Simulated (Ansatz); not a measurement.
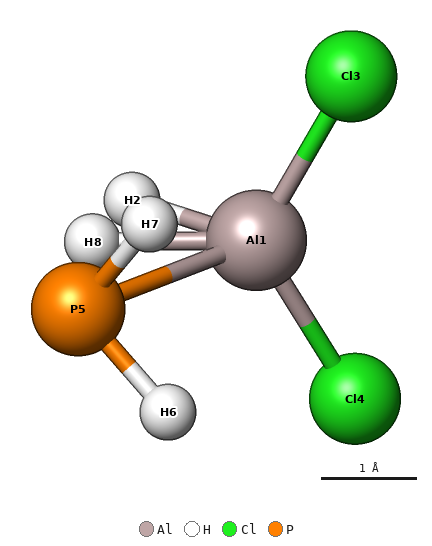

*The structure as given in the input (ball-and-stick view, seen at an oblique angle; atoms are numbered from 1 in the order of the input). Sticks mark near contacts.*

Bond lengths as drawn: Al–Cl 2.11 Å, Al–H 1.72 to 1.73 Å, Al–P 2.55 Å and H–P 1.44 Å.

**Run report: AlPH$_{4}$Cl$_{2}$, frequency calculation**

System: AlPH$_{4}$Cl$_{2}$.
Method: RKS PBE-D4/def2-SVP (Ansatz 0.2.0).

It belongs to a series of runs on one base structure; here: vibrations at the highest image of the band. Figures and captions count atoms from 1; the log counts them from 0 in places.

### Input
```yaml
crystal:
  periodic: [false, false, false]
  atoms:
    - { symbol: Al, position_ang: [0.078453, -0.421154, 0.030673] }
    - { symbol: H, position_ang: [-0.050566, 0.169393, 1.640066] }
    - { symbol: Cl, position_ang: [1.943631, 0.096238, -0.813957] }
    - { symbol: Cl, position_ang: [-1.741108, -0.144444, -1.00503] }
    - { symbol: P, position_ang: [0.145014, -2.690542, 1.194958] }
    - { symbol: H, position_ang: [-0.768938, -2.889075, 0.100462] }
    - { symbol: H, position_ang: [1.340732, -2.744207, 0.39692] }
    - { symbol: H, position_ang: [0.000481, -0.954111, 1.671906] }
basis:
  gaussian: { orbitals: def2-SVP }
hamiltonian:
  xc: pbe
  dispersion: d4
phonons: {}
```

Run on 2 threads of Arm Neoverse V2, 24 GiB of memory available, shared host.

Launch command:
```bash
ansatz run input.yaml --threads 2 --pin off --max-ram 3072MiB --backend cpu --events-out ev --progress --plain --runs-dir out
```

### Output
```
Engine: ansatz 0.2.0, aarch64-unknown-linux-gnu
Functional definition: PBE
  parameter kappa = 0.804
  parameter beta = 0.06672455060314922
  exchange = pbe_x(kappa = kappa, mu = beta*pi^2/3)
  correlation = pbe_c(beta = beta)
1022 factors; their error is unknown
mean field evaluation 1: about -40966.0332 eV, gradient 1.8e1 eV
mean field evaluation 2: about -40966.2169 eV, gradient 1.8e1 eV
mean field evaluation 4: about -40967.0385 eV, gradient 1.0e0 eV
mean field evaluation 8: about -40966.9970 eV, gradient 1.0e-2 eV
mean field -40966.99703931 eV, -1505.5093727665 hartree, gradient 2.1e-5 eV, S^2 0.000000; 0 other end points of the search recorded, 0 dependent functions left out
the calculation of the forces begins
reference -40966.99707389 eV, -1505.5093740375 hartree; 33, 33 occupied and 59, 59 virtual orbitals, 1022 factors
these checks for a lower state are left out or cut short: stability, starts, cluster_reference, orbital_swaps, neighbouring_geometries, increment
1022 factors; their error is unknown
mean field evaluation 16: about -40967.0420 eV, gradient 1.4e-1 eV
mean field -40966.99697663 eV, -1505.5093704633 hartree, gradient 9.7e-7 eV, S^2 0.000000; 0 other end points of the search recorded, 0 dependent functions left out
[... from here on the field's lines of each further geometry are left out, up to the last ...]
the calculation of the forces begins
reference -40966.99702405 eV, -1505.5093722058 hartree; 33, 33 occupied and 59, 59 virtual orbitals, 1022 factors
these checks for a lower state are left out or cut short: stability, starts, cluster_reference, orbital_swaps, neighbouring_geometries, increment
1022 factors; their error is unknown
mean field -40966.99703362 eV, -1505.5093725576 hartree, gradient 2.9e-6 eV, S^2 0.000000; 0 other end points of the search recorded, 0 dependent functions left out
the calculation of the forces begins
reference -40966.99706821 eV, -1505.5093738287 hartree; 33, 33 occupied and 59, 59 virtual orbitals, 1022 factors
WARN: phonons: modes at or below zero, which the zero-point energy, F, S and C_V leave out: 1, the lowest at -1046.30 cm⁻¹. A minimum has none, and a first-order saddle one
Total energy: -40967.23169819 eV, -1505.5179963213 hartree
Atom 0 at     0.078453    -0.421154     0.030673 Å, force     0.007033    -0.009950     0.008698 eV/Å
Atom 1 at    -0.050566     0.169393     1.640066 Å, force    -0.013666     0.010759    -0.004458 eV/Å
Atom 2 at     1.943631     0.096238    -0.813957 Å, force    -0.010548    -0.001303     0.008606 eV/Å
Atom 3 at    -1.741108    -0.144444    -1.005030 Å, force     0.009795     0.000828     0.003157 eV/Å
Atom 4 at     0.145014    -2.690542     1.194958 Å, force    -0.006872    -0.012652     0.007067 eV/Å
Atom 5 at    -0.768938    -2.889075     0.100462 Å, force    -0.004750    -0.000531     0.001884 eV/Å
Atom 6 at     1.340732    -2.744207     0.396920 Å, force     0.000529     0.009060    -0.009509 eV/Å
Atom 7 at     0.000481    -0.954111     1.671906 Å, force     0.018478     0.003789    -0.015445 eV/Å
Dipole moment:     0.019859    -0.241765     0.235212 e Å
Vibrations: -1046.30 95.64 124.64 131.60 186.52 335.99 392.54 442.89 517.34 521.06 609.88 975.90 1041.53 1166.65 1574.93 1700.84 2325.45 2354.89 cm⁻¹, zero-point energy 0.898780 eV
```

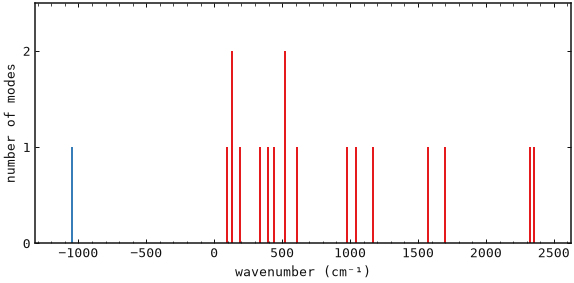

*Harmonic vibrational wavenumbers from the force constants; neighbouring modes closer than 15 cm⁻¹ are counted in one stick, and imaginary ones are drawn at negative wavenumbers.*

18 modes from 1046i to 2355 cm⁻¹, 1 imaginary beyond 8i (1046i cm⁻¹): a first-order saddle point, if the geometry is stationary.

### Key numbers

```csv
quantity,value
outcome,converged
total energy,−40967.2317 eV
mean-field energy,−40966.9971 eV
largest force (length of the vector),0.024 eV/Å
wall time,39 s (CPU time 75 s)
peak memory,0.13 GiB
```
